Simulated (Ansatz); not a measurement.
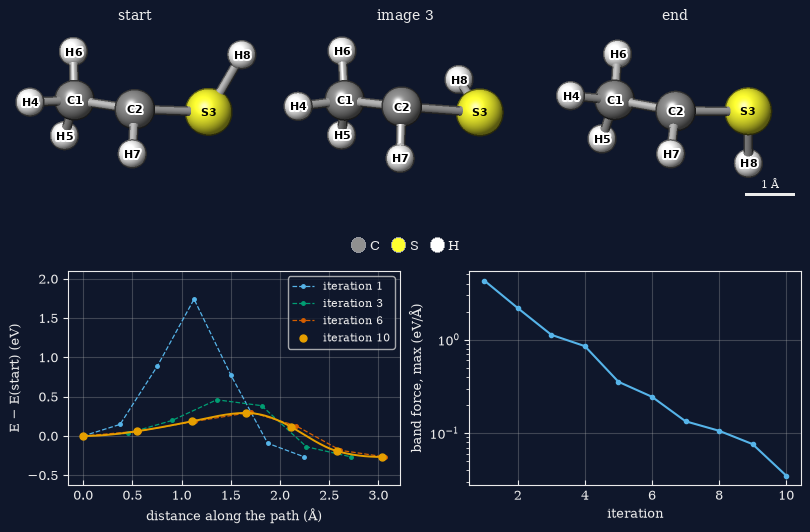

NEB run on C$_{2}$H$_{5}$S (charge −1). Images are numbered from 0 (start) to 6 (end). The plot follows the band through its iterations. A ball-and-stick model, seen from a free direction.

Level of theory: RKS B3LYP-D4/def2-SVP (Ansatz).

Input
```yaml
crystal:
  periodic: [false, false, false]
  atoms:
    - { symbol: C, position_ang: [-0.526365, 0.750076, -0.286705] }
    - { symbol: C, position_ang: [-0.13651, -0.695795, -0.067731] }
    - { symbol: S, position_ang: [1.531746, -0.904887, 0.522525] }
    - { symbol: H, position_ang: [-1.551063, 0.812061, -0.716658] }
    - { symbol: H, position_ang: [0.110492, 1.400523, -0.966831] }
    - { symbol: H, position_ang: [-0.566536, 1.321279, 0.667187] }
    - { symbol: H, position_ang: [-0.258261, -1.307039, -0.983101] }
    - { symbol: H, position_ang: [1.396497, -1.376229, 1.831325] }
total_charge: -1
basis:
  gaussian: { orbitals: def2-SVP }
hamiltonian:
  xc: b3lyp
  dispersion: d4
neb:
  order_check: false
  images: 5
  f_tol: 0.05
  max_iterations: 60
  initial_path: idpp
  final_atoms:
    - { symbol: C, position_ang: [-0.52195147, 0.70716865, -0.24266264] }
    - { symbol: C, position_ang: [-0.3770409, -0.77805671, -0.02149475] }
    - { symbol: S, position_ang: [0.73833029, -1.24787967, 1.22803729] }
    - { symbol: H, position_ang: [-1.31803176, 0.93934647, -0.98509845] }
    - { symbol: H, position_ang: [0.39906746, 1.25310181, -0.61580815] }
    - { symbol: H, position_ang: [-0.79601414, 1.23435597, 0.69467801] }
    - { symbol: H, position_ang: [-0.20862344, -1.31921469, -0.97485019] }
    - { symbol: H, position_ang: [2.08426395, -0.78883283, 0.91720988] }
```

Launched with:
```bash
ansatz run input.yaml --threads 1 --pin off --max-ram 2048MiB --backend cpu --events-out ev --progress --plain --runs-dir out
```

**Judge this run.**

The result is final at these settings. The band converged in 10 iterations. The largest component of the band force went from 4.3 to 0.035 eV/Å. The climbing image converged on the top of the path. Its vibrational analysis gives one imaginary mode (407i cm⁻¹), as a transition state must have. The first iteration put the highest image at 1.742 eV. The highest point, image 3, lies 0.294 eV above the start and 0.560 eV above the end; the end is at −0.266 eV relative to the start.

Limits of the set-up: the basis has no diffuse functions, which an anion needs.

Cost: 110 s on 1 thread of Arm Neoverse V1 (shared host), peak memory 0.24 GiB.
